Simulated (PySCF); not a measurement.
## Electronic structure of SH (charge −1) in real space

```xyz
2

H     0.0000    0.0000   -1.3126
S     0.0000    0.0000    0.0414
```

Theory: PBE0/aug-cc-pVDZ(-PP), non-relativistic Hamiltonian with scalar-relativistic core potentials where named, at a bond length of 1.354 Å in PySCF 2.14.0.

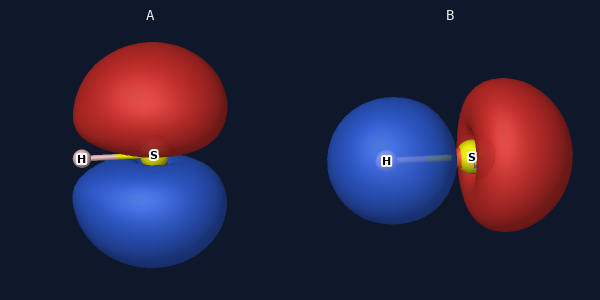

Figure 1. Two frontier orbitals, each drawn at the value that holds 80 % of its norm (red and blue are the two phases), in no order; of a degenerate pair one member is drawn.

### Label each orbital by symmetry, say whether it is occupied, and order them by energy.

Orbital B: σ, occupied, −3.75 eV; mainly on S (75 %).
Orbital A: π, occupied, −0.04 eV; mainly on S (95 %).

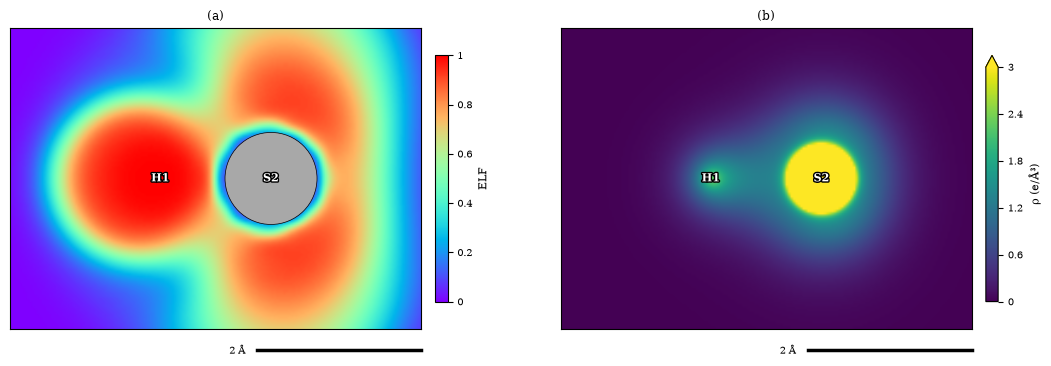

Figure 2. (a) ELF; (b) total electron density on a plane that holds the molecular axis. Grey discs cover the atomic cores in the ELF map.

### Read the bonding off the picture.

- The section cuts through H and S sites.
- S–H (1.35 Å): the density is about 1.3 e/Å³ at the midpoint; the ELF climbs to about 1 towards the hydrogen, as it does in any bond to H.
- The ELF also peaks beside S2, away from the bonds: lone-pair regions.

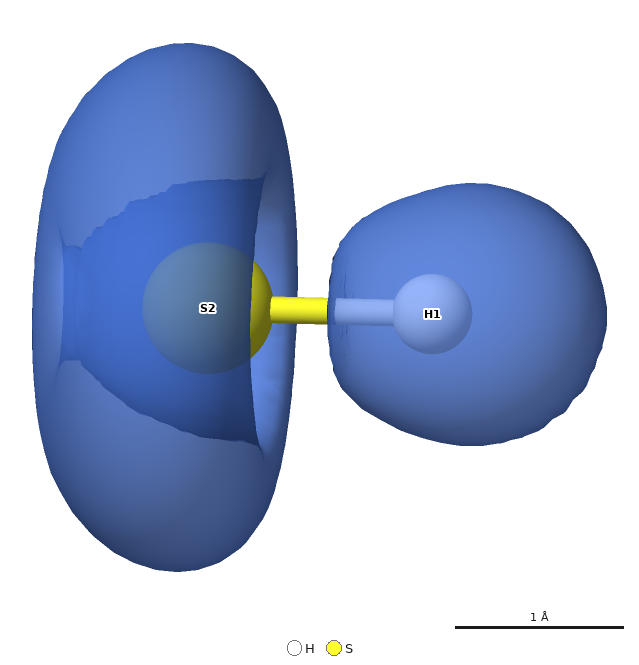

Figure 3. Isosurface of the electron localisation function at 0.8 (blue), seen from one side. Only the valence region is drawn (cores and ρ < 0.01 e/Å³ removed).

### Identify the bonds, lone pairs and shells in this picture.

The ELF exceeds this value in one region around a hydrogen nucleus and one ring or bowl of non-bonding electrons around S.
